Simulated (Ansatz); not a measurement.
Band structure of Mn2Ge (P6_3/mmc, 6 atoms in the cell).

```xyz
6
Lattice="4.1450 0.0000 0.0000 -2.0725 3.5896 0.0000 0.0000 0.0000 5.0550" Properties=species:S:1:pos:R:3 pbc="T T T"
Mn     0.0000     0.0000     2.5275
Mn     0.0000     0.0000     0.0000
Mn     2.0725     1.1965     1.2638
Mn     0.0000     2.3931     3.7913
Ge     2.0725     1.1965     3.7913
Ge     0.0000     2.3931     1.2638
```
Moments meant for the start (each program seeds them in its own way; μB, in the order of the atoms Mn Mn Mn Mn Ge Ge): 4.0 4.0 4.0 4.0 0.0 0.0.

Computed with LDA (PW92), PAW files made with PBE (plane waves; Ansatz, a quantum-chemistry and plane-wave program).

Settings: basis.ecutwfc = 30.9 Ry; kpoints.mp_grid.grid = 5 5 3; hamiltonian.xc = lda; hamiltonian.pseudopotentials = {kind: paw} (an earlier, softer set of the program's PAW files); magnetization.spin_polarized = true; scf.occupations.method = gaussian; scf.occupations.width = 0.0037 Ry; kpoints.band_path.npoints = 8.

The starting cell comes from a database of computed structures (which also holds hypothetical and non-ambient phases and stackings), without a prior relaxation at this level. Its lattice was rescaled by a random factor within 2.5 % of one. The magnetic order is the one reached from the typed start; others were not searched systematically.

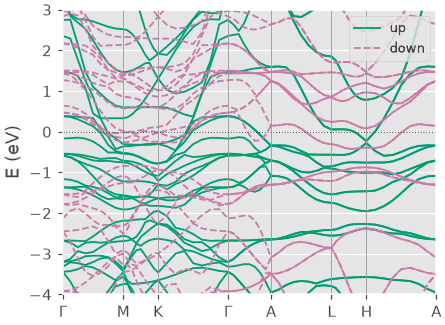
Fig. 1. Bands along the path, energies from the Fermi level.

Levels in eV from the Fermi level, bands 45 to 52 of the first spin channel:
```
point     45     46     47     48     49     50    51    52
-----  -----  -----  -----  -----  -----  -----  ----  ----
Γ      -0.54  -0.17   0.38   0.38   1.47   2.35  2.75  3.51
M      -0.71  -0.54  -0.52  -0.36  -0.31   0.33  0.60  1.46
K      -1.08  -0.78  -0.78  -0.30  -0.30   0.61  1.30  1.30
A      -0.34  -0.34  -0.34  -0.34   1.59   1.59  3.86  3.86
L      -0.85  -0.85  -0.57  -0.57   0.06   0.06  1.85  1.85
H      -0.76  -0.76  -0.28  -0.28  -0.23  -0.23  0.78  0.78
```

Bands cross the Fermi level along this path, so the cell is metallic at this level.

The net moment of the cell came out as 8.33 μB.

Keys are those of Ansatz 0.2.
